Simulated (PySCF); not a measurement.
Geometry relaxation, with input and output: C2H5FSi

The run: geometry relaxation of C2H5FSi, multiplicity 3. Method and program: PBE0-D3(BJ)/def2-SVP geometry optimisation, gas phase (PySCF 2.14.0).

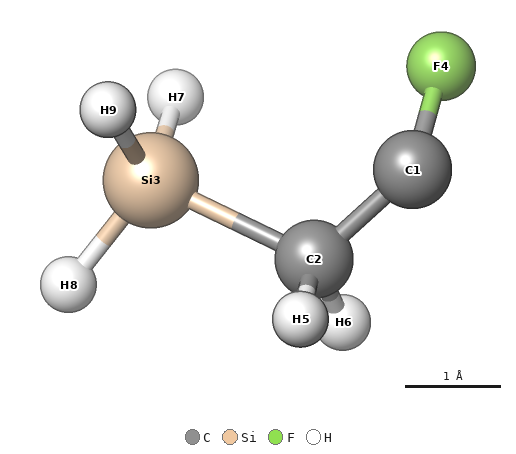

Figure 1. The input geometry (ball-and-stick view, seen at a tilt; atoms are numbered from 1 in the order of the input).

## The input
```
{"job": {"xc": "PBE0", "basis": "def2-SVP", "d3": "d3bj", "grid": 2, "kind": "geom", "shake": 0.01}, "charge": 0, "multiplicity": 3}
C      1.566378     0.703965     0.391893
C      0.785779    -0.439296     0.020661
Si    -1.150083    -0.101750    -0.011147
F      1.404922     1.956529    -0.142637
H      0.991209    -1.235448     0.731390
H      1.088932    -0.815560    -0.967150
H     -1.360193     1.005043    -0.924055
H     -1.739029    -1.327534    -0.486420
H     -1.543667     0.230903     1.378915
```

The first line tells a small driver script what to run in PySCF; the rest is the geometry in Å.

Hardware: 1 CPU thread, shared host.

Launched with:
```bash
OMP_NUM_THREADS=1 python <driver script> task.json out
```

## The program's output
```
step   0  E = -467.86452145  max force = 0.051000
step   1  E = -467.87069507  max force = 0.009924
step   2  E = -467.87098746  max force = 0.002064
step   3  E = -467.87104967  max force = 0.001059
step   4  E = -467.87106665  max force = 0.000703
step   5  E = -467.87107349  max force = 0.000464
step   6  E = -467.87108109  max force = 0.000558
step   7  E = -467.87108759  max force = 0.000663
step   8  E = -467.87109143  max force = 0.000449
optimisation converged
```

## Trajectory as extended XYZ (Å, eV, eV/Å), 9 frames, from step=0 to step=8
```
9
Properties=species:S:1:pos:R:3:forces:R:3 step=0 energy=-12731.24210
C     1.5664    0.7040    0.3919    0.3374   2.6225  -0.3618
C     0.7858   -0.4393    0.0207   -1.0925  -0.0499  -0.3572
Si   -1.1501   -0.1017   -0.0112    1.7823   0.0374   0.6985
F     1.4049    1.9565   -0.1426    0.1761  -1.7881   0.7378
H     0.9912   -1.2354    0.7314   -0.0051  -0.4255   0.3538
H     1.0889   -0.8156   -0.9671   -0.0159  -0.2224  -0.3759
H    -1.3602    1.0050   -0.9241   -0.3125   0.5839  -0.4724
H    -1.7390   -1.3275   -0.4864   -0.6496  -0.8107  -0.3152
H    -1.5437    0.2309    1.3789   -0.2202   0.0528   0.0925
9
Properties=species:S:1:pos:R:3:forces:R:3 step=1 energy=-12731.41009
C     1.5750    0.7752    0.3429    0.0692  -0.5103   0.0379
C     0.8189   -0.4241   -0.0630    0.3510   0.0213   0.1487
Si   -1.0564   -0.1476    0.0160   -0.1231   0.1082  -0.0419
F     1.1805    2.0009    0.1149   -0.1051   0.4630  -0.0778
H     1.0997   -1.2531    0.6116   -0.1042   0.0162  -0.0408
H     1.0817   -0.7657   -1.0873   -0.0454   0.0223  -0.0112
H    -1.4081    0.9757   -0.8981   -0.0475   0.0155  -0.0147
H    -1.7540   -1.3773   -0.4478   -0.0423  -0.1152  -0.0042
H    -1.4934    0.1934    1.4021    0.0475  -0.0211   0.0039
9
Properties=species:S:1:pos:R:3:forces:R:3 step=2 energy=-12731.41805
C     1.5856    0.7725    0.3480   -0.0262  -0.1016   0.0015
C     0.8226   -0.4191   -0.0612    0.1061   0.1014   0.0323
Si   -1.0637   -0.1464    0.0097   -0.0169   0.0267  -0.0356
F     1.2110    2.0140    0.1154   -0.0102   0.0049  -0.0181
H     1.0840   -1.2529    0.6123   -0.0536  -0.0077  -0.0013
H     1.0822   -0.7604   -1.0861   -0.0144   0.0130  -0.0082
H    -1.4385    0.9725   -0.9035   -0.0118  -0.0125   0.0019
H    -1.7531   -1.3917   -0.4439    0.0125  -0.0179   0.0177
H    -1.4863    0.1888    1.4007    0.0145  -0.0063   0.0098
9
Properties=species:S:1:pos:R:3:forces:R:3 step=3 energy=-12731.41974
C     1.5901    0.7685    0.3533   -0.0194   0.0301   0.0071
C     0.8229   -0.4140   -0.0618    0.0072   0.0457  -0.0160
Si   -1.0652   -0.1431    0.0061    0.0049  -0.0039  -0.0049
F     1.2259    2.0134    0.1135    0.0142  -0.0545  -0.0010
H     1.0668   -1.2525    0.6115   -0.0163  -0.0188   0.0005
H     1.0815   -0.7542   -1.0873    0.0026   0.0008  -0.0030
H    -1.4557    0.9695   -0.9077   -0.0030  -0.0102  -0.0002
H    -1.7440   -1.3993   -0.4372    0.0119   0.0071   0.0147
H    -1.4786    0.1891    1.4008   -0.0022   0.0037   0.0027
9
Properties=species:S:1:pos:R:3:forces:R:3 step=4 energy=-12731.42020
C     1.5929    0.7656    0.3574   -0.0031   0.0362   0.0138
C     0.8222   -0.4107   -0.0637   -0.0259   0.0024  -0.0192
Si   -1.0660   -0.1407    0.0053    0.0109  -0.0090   0.0095
F     1.2380    2.0117    0.1126    0.0113  -0.0307  -0.0014
H     1.0554   -1.2536    0.6082    0.0049  -0.0099  -0.0041
H     1.0813   -0.7501   -1.0895    0.0050   0.0016   0.0009
H    -1.4665    0.9653   -0.9115   -0.0005  -0.0030  -0.0042
H    -1.7380   -1.4034   -0.4284    0.0007   0.0045   0.0068
H    -1.4755    0.1934    1.4009   -0.0033   0.0080  -0.0022
9
Properties=species:S:1:pos:R:3:forces:R:3 step=5 energy=-12731.42039
C     1.5944    0.7630    0.3604    0.0036   0.0124   0.0143
C     0.8211   -0.4095   -0.0656   -0.0239  -0.0161  -0.0073
Si   -1.0667   -0.1393    0.0058    0.0061  -0.0058   0.0090
F     1.2468    2.0097    0.1122    0.0045  -0.0021  -0.0049
H     1.0503   -1.2555    0.6042    0.0113  -0.0023  -0.0060
H     1.0808   -0.7475   -1.0917    0.0027   0.0051  -0.0002
H    -1.4718    0.9614   -0.9151    0.0008  -0.0003  -0.0049
H    -1.7371   -1.4052   -0.4196   -0.0046   0.0006   0.0026
H    -1.4740    0.2003    1.4007   -0.0006   0.0085  -0.0026
9
Properties=species:S:1:pos:R:3:forces:R:3 step=6 energy=-12731.42059
C     1.5961    0.7580    0.3648    0.0053  -0.0177   0.0105
C     0.8189   -0.4096   -0.0683   -0.0072  -0.0287   0.0103
Si   -1.0678   -0.1373    0.0074   -0.0037   0.0008   0.0042
F     1.2596    2.0059    0.1110   -0.0028   0.0257  -0.0084
H     1.0461   -1.2598    0.5971    0.0123   0.0058  -0.0068
H     1.0790   -0.7438   -1.0955   -0.0019   0.0091  -0.0030
H    -1.4768    0.9553   -0.9216    0.0025   0.0013  -0.0044
H    -1.7404   -1.4064   -0.4041   -0.0077  -0.0030  -0.0007
H    -1.4711    0.2150    1.4004    0.0030   0.0069  -0.0017
9
Properties=species:S:1:pos:R:3:forces:R:3 step=7 energy=-12731.42077
C     1.5977    0.7509    0.3692    0.0021  -0.0321   0.0035
C     0.8162   -0.4117   -0.0708    0.0120  -0.0288   0.0210
Si   -1.0693   -0.1346    0.0101   -0.0113   0.0064  -0.0015
F     1.2736    2.0003    0.1085   -0.0059   0.0341  -0.0085
H     1.0439   -1.2664    0.5887    0.0073   0.0095  -0.0052
H     1.0754   -0.7399   -1.1002   -0.0057   0.0096  -0.0047
H    -1.4790    0.9488   -0.9297    0.0035   0.0015  -0.0026
H    -1.7484   -1.4056   -0.3846   -0.0069  -0.0037  -0.0019
H    -1.4663    0.2355    1.4002    0.0047   0.0035  -0.0001
9
Properties=species:S:1:pos:R:3:forces:R:3 step=8 energy=-12731.42088
C     1.5988    0.7434    0.3718   -0.0005  -0.0231  -0.0030
C     0.8138   -0.4157   -0.0721    0.0190  -0.0155   0.0172
Si   -1.0707   -0.1315    0.0128   -0.0110   0.0073  -0.0038
F     1.2841    1.9942    0.1047   -0.0047   0.0204  -0.0044
H     1.0439   -1.2736    0.5821    0.0002   0.0063  -0.0014
H     1.0705   -0.7376   -1.1041   -0.0059   0.0051  -0.0040
H    -1.4770    0.9450   -0.9365    0.0029   0.0010  -0.0006
H    -1.7588   -1.4022   -0.3678   -0.0033  -0.0018  -0.0010
H    -1.4609    0.2553    1.4003    0.0034   0.0003   0.0010
```

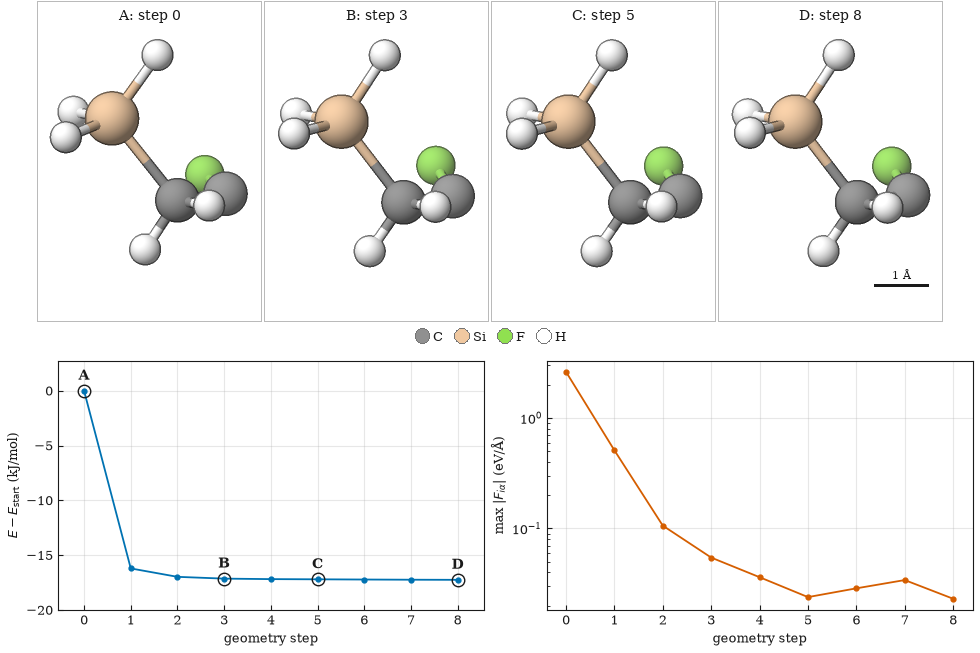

Figure 2. Frames of the relaxation (ball-and-stick view, seen at a tilt) above the curves, on which the letters mark them (steps are counted from 0).

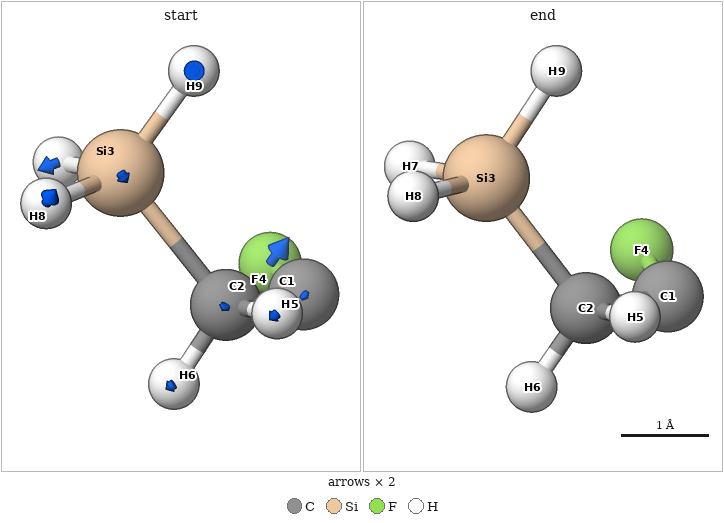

Figure 3. Before (left) and after (right) the relaxation, at one scale (ball-and-stick view, seen at a tilt). The blue arrows give the displacements, magnified 2 times. F4 moves most after the best rigid fit: 0.21 Å. By element the largest moves are F 0.21 Å, H 0.15 Å, Si 0.08 Å, C 0.05 Å. Among the contacts that change: C2–Si3 1.965 → 1.908 Å, C1–F4 1.371 → 1.317 Å, Si3–H8 1.441 → 1.494 Å, Si3–H7 1.450 → 1.492 Å. Among the angles that change: C2–Si3–H7 106.5° → 110.4°, H7–Si3–H8 112.5° → 109.0°, H8–Si3–H9 113.1° → 109.7°. The energy falls by 17.2 kJ/mol in 8 geometry steps. Largest force component: 2.6 eV/Å at the start, 0.023 eV/Å at the end. (Atoms are counted from 1 in the order of the input.)

## Key numbers

```json
{"quantity": "outcome", "value": "converged"}
{"quantity": "total energy", "value": "−467.871091 hartree"}
{"quantity": "⟨S²⟩", "value": "2.005"}
{"quantity": "dipole moment", "value": "1.48 D"}
{"quantity": "point group", "value": "C1"}
{"quantity": "wall time", "value": "42 s"}
{"quantity": "peak memory", "value": "0.44 GiB"}
```
